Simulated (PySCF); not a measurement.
# PH (charge +1, doublet): what the fields show

```xyz
2

P     0.0000    0.0000   -0.0452
H     0.0000    0.0000    1.3898
```

Theory: PySCF, PBE0/def2-TZVP, non-relativistic Hamiltonian with scalar-relativistic core potentials where named, at a bond length of 1.435 Å.

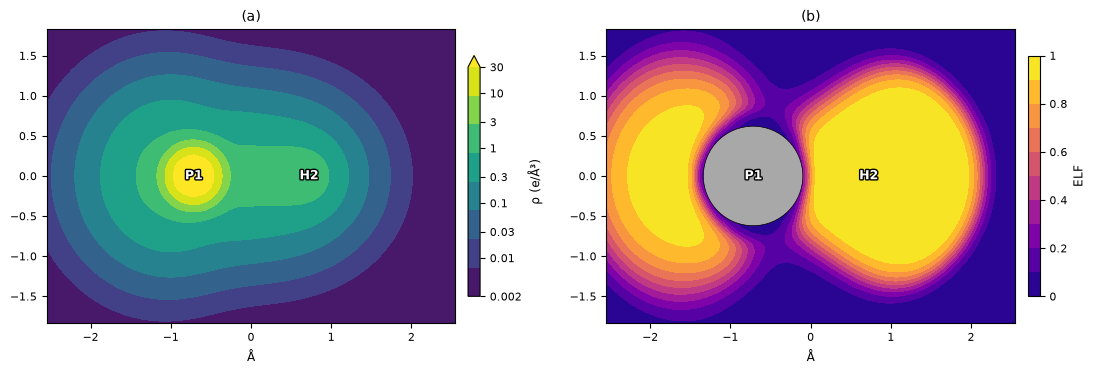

Figure 1. (a) total electron density; (b) electron localisation function on a plane that holds the molecular axis. Grey discs cover the atomic cores in the ELF map.

### Interpret the plot.

Atoms in the plane: P and H.
P–H (1.43 Å): the density is about 1.2 e/Å³ at the midpoint; the ELF climbs to about 1 towards the hydrogen, as it does in any bond to H; an ordinary covalent bond to hydrogen.
The ELF also peaks beside P1, away from the bonds: non-bonding electrons, paired or unpaired.

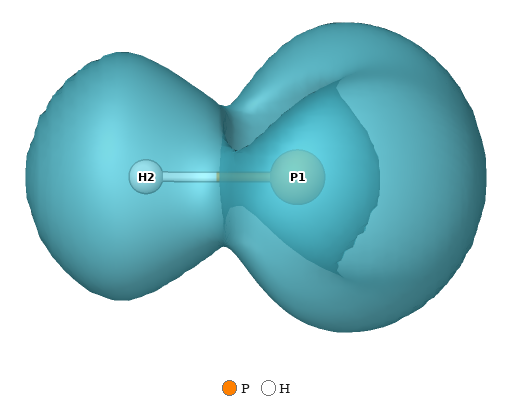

Figure 2. Isosurface of the ELF at 0.75 (cyan), seen from one side. Only the valence region is drawn (cores and ρ < 0.01 e/Å³ removed).

### Identify the bonds, lone pairs and shells in this picture.

The surface consists of one joined region spread over several atoms (H, P), in which their bonds and any lone pairs are merged.
